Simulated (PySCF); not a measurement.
## A study: C3H6OS, charge +1, doublet, SMILES `[CH2][CH+]S(C)=O`

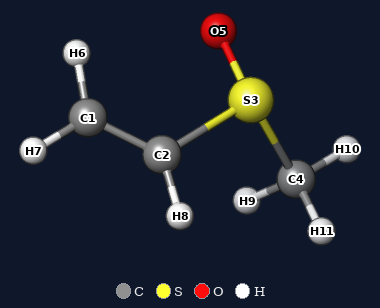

The molecule, with its atoms numbered as below. No frequency check shows the geometry to be a minimum.

Coordinates in Å:

```
C1      -2.1962   -0.1362   -0.2478
C2      -1.1042   -0.7410    0.1617
S3       0.4410    0.1965    0.4302
C4       1.7307   -0.8212   -0.3709
O5       0.3448    1.4500   -0.2626
H6      -2.2444    0.9327   -0.4045
H7      -3.0983   -0.6862   -0.4838
H8      -0.9992   -1.7805    0.4278
H9       1.4554   -0.9713   -1.4133
H10      2.6734   -0.2808   -0.3215
H11      1.8163   -1.7666    0.1548
```

## 1. Bonding charge

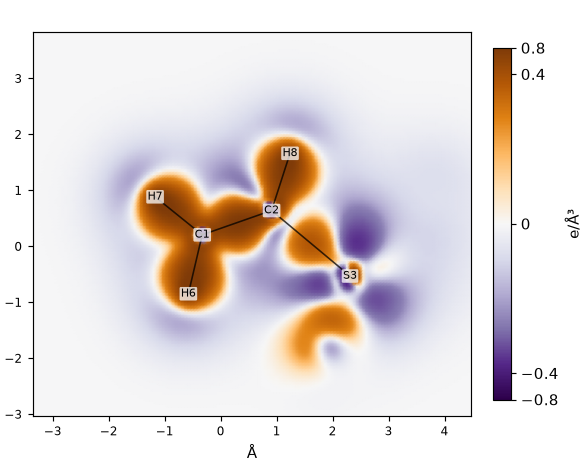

Deformation density (molecule less spherical, spin-averaged free atoms) in the plane of C1, C2, S3, H6, H7 and H8; colour scale in e/Å³, logarithmic beyond ±0.1; orange: gain, purple: loss.

PySCF calculation, PBE0/def2-TZVP, gas phase; geometry: GFN2-xTB. The stability of the open-shell solution wasn't checked. GFN2-xTB doesn't know the spin state, so this open-shell geometry is rough.

> Describe the bonding that the map shows.

C1–H6: +0.80 e/Å³ at the bond critical point (bond length 1.08 Å, Mayer order 0.9). C1–C2: +0.79 e/Å³ at the bond critical point (bond length 1.31 Å, Mayer order 1.9). C2–H8: +0.79 e/Å³ at the bond critical point (bond length 1.08 Å, Mayer order 0.9). C1–H7: +0.79 e/Å³ at the bond critical point (bond length 1.08 Å, Mayer order 0.9). C2–S3: +0.30 e/Å³ at the bond critical point (bond length 1.83 Å, Mayer order 1.0). In all, 2.3 electrons gather in the regions of gain relative to the promolecule of neutral atoms (the regions of loss give up this much and the cation's charge besides).

> Where do the Hirshfeld charges lie?

The highest Hirshfeld charge is on S3 (+0.55 e), the lowest on O5 (−0.11 e).

```csv
atom,charge (e)
C1,+0.02
C2,−0.03
S3,+0.55
C4,−0.06
O5,−0.11
H6,+0.10
H7,+0.12
H8,+0.10
H9,+0.10
H10,+0.11
H11,+0.10
```

## 2. Local ionisation energy

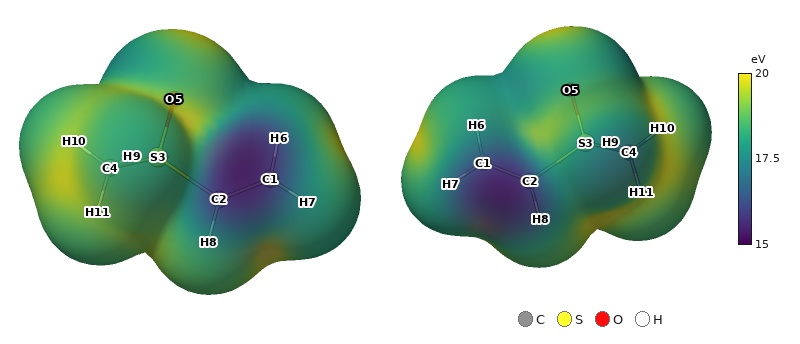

Average local ionisation energy on the surface of electron density 0.001 a.u. (back view left, front view right).

> Where are the most loosely bound electrons on this surface?

The lowest value is 15.1 eV, off the C1–C2 bond (2.1 to 2.2 Å from its atoms). Further minima include 16.9 eV, 2.1 Å from S3; 17.5 eV, near H6 (1.73 Å) and O5 (1.84 Å); 17.6 eV, 1.8 Å from O5. For comparison, the highest occupied orbital lies at −13.7 eV.

> What volume does the surface enclose?

About 108 Å³.

## 3. Spin density

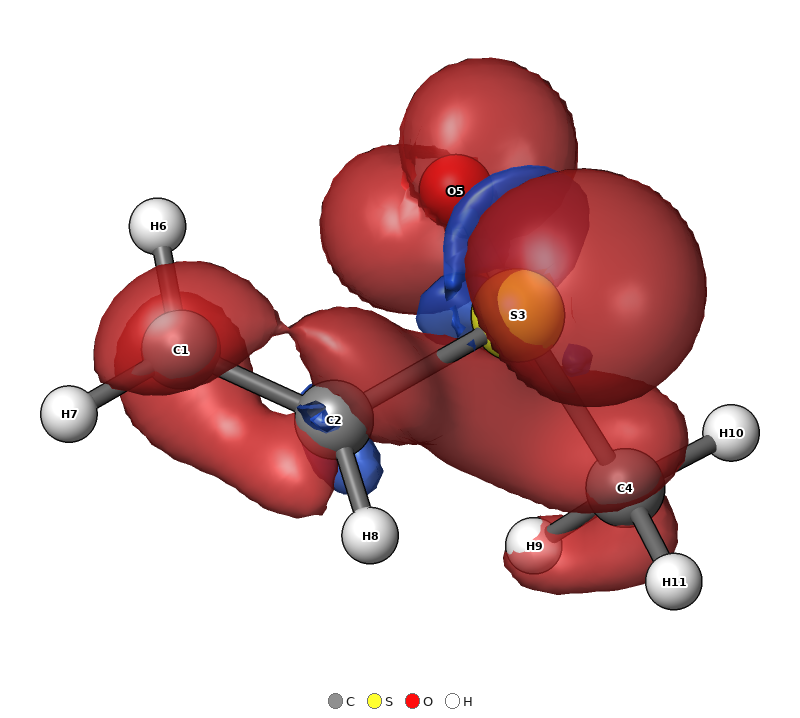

Spin density ρα − ρβ at ±0.02 e/Å³ (red: excess α, blue: excess β).

> Where is the unpaired spin?

Hirshfeld spin populations: O5 +0.40, S3 +0.35, C1 +0.09, C4 +0.07 and C2 +0.05. ⟨S²⟩ = 0.76, against 0.75 for a pure state. The picture also shows regions of β spin from spin polarisation; the Hirshfeld sums, whose atoms overlap, net them against the α spin of neighbours.

## 4. Removing or adding an electron

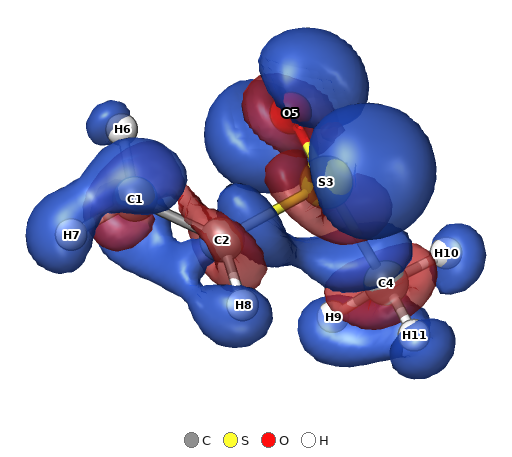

Fukui function f⁺ = ρ(N+1) − ρ(N) at fixed geometry, surfaces at ±0.02 e/Å³ (blue positive, red negative).

Method: TPSS/aug-cc-pVDZ; geometry: GFN2-xTB; program: PySCF. GFN2-xTB doesn't know the spin state, so this open-shell geometry is rough.

> On which atoms does the density change most on addition of an electron?

f⁺ (Hirshfeld-condensed) is largest on S3 (0.24) and O5 (0.23); the vertical electron affinity is 8.21 eV (to the singlet neutral species, which needn't be its lowest state). Condensed values hint at sites of nucleophilic attack but needn't mark the atom that reacts. Shares this close don't rank the sites. Orbital relaxation makes it negative in places (0.21 e in all).

The PySCF runs shown took 75 s and 4.4 min on 1 thread of Arm Neoverse V2, on a shared host.
